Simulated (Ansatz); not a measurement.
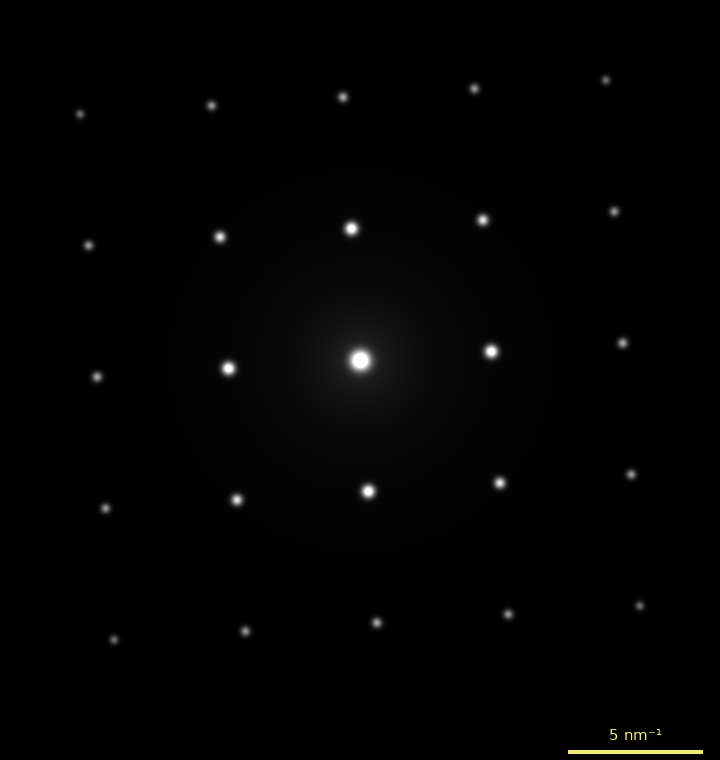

Computed electron diffraction pattern, 200 kV, single scattering only, B = 0.8 Å².

Read the repeat vectors of the pattern off the scale bar.

The spots form a square net with both shortest vectors at d = 2.02 Å, 90.0° apart.

What is the point symmetry of the pattern, intensities included?

4mm. A fourfold pattern needs a tetragonal or cubic crystal seen along a 4 or -4 axis.

What was simulated?

This cannot be fixed from one zone alone; the pattern is [001] of Al, space group Fm-3m (No. 225), a = 4.050 Å. The net vectors are 2 0 0 and 0 2 0. Structure: the input geometry of an electronic-structure calculation (not necessarily at equilibrium).
